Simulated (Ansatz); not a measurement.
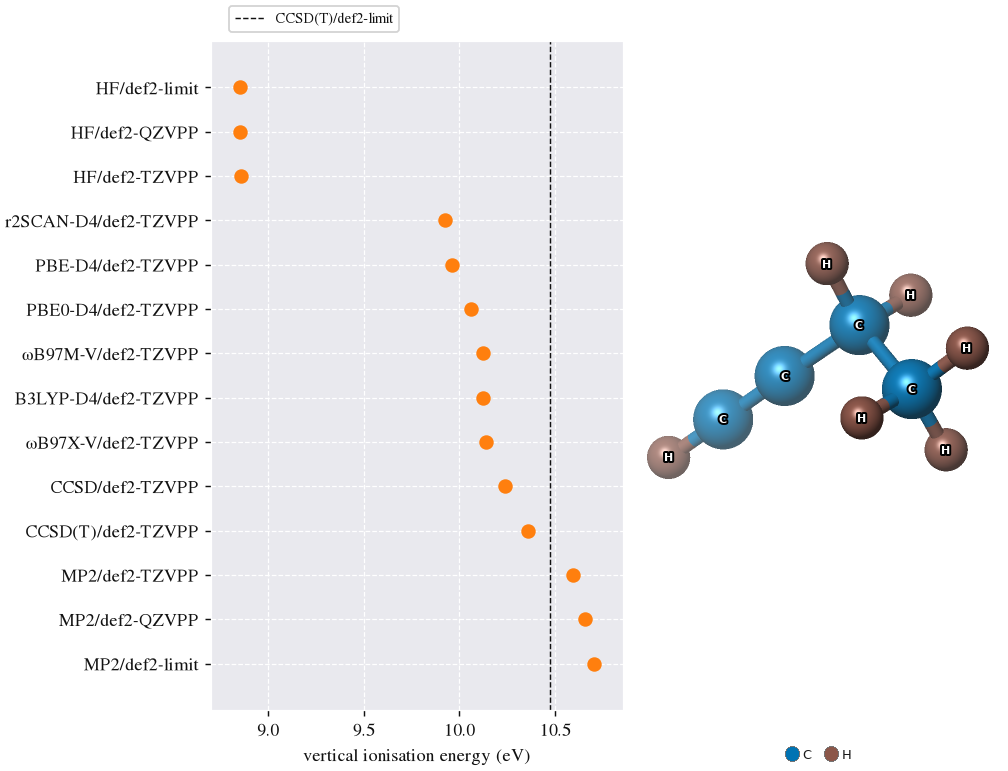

Vertical ionisation energy of C₄H₆, SMILES C#CCC, taken as the energy of the cation less that of the neutral at fixed geometry (unrestricted doublet cation, cores frozen in correlated methods, no spin-orbit coupling), the Ansatz code 0.2.0, at a PBE0-D4/def2-TZVP geometry (a minimum by its frequencies). Limit means an estimate of the basis limit from triple and quadruple zeta; for coupled cluster it is either extrapolated directly or built as the MP2 limit plus the step from MP2 in triple zeta. The distance of CCSD/def2-TZVPP, CCSD(T)/def2-TZVPP, MP2/def2-TZVPP and MP2/def2-QZVPP to the limit includes basis error.

Question: What range do the values span, the line included?

Answer: From 8.85 eV (HF/def2-limit) to 10.70 eV (MP2/def2-limit).

Question: Give the values.

Answer:
```tsv
level	eV	less CCSD(T)/def2-limit
HF/def2-limit	8.85	−1.62
HF/def2-QZVPP	8.85	−1.62
HF/def2-TZVPP	8.86	−1.61
r2SCAN-D4/def2-TZVPP	9.92	−0.55
PBE-D4/def2-TZVPP	9.96	−0.51
PBE0-D4/def2-TZVPP	10.06	−0.41
ωB97M-V/def2-TZVPP	10.12	−0.35
B3LYP-D4/def2-TZVPP	10.12	−0.35
ωB97X-V/def2-TZVPP	10.14	−0.33
CCSD/def2-TZVPP	10.24	−0.23
CCSD(T)/def2-TZVPP	10.36	−0.11
MP2/def2-TZVPP	10.59	0.12
MP2/def2-QZVPP	10.65	0.18
MP2/def2-limit	10.70	0.23
CCSD(T)/def2-limit	10.47	0.00
```
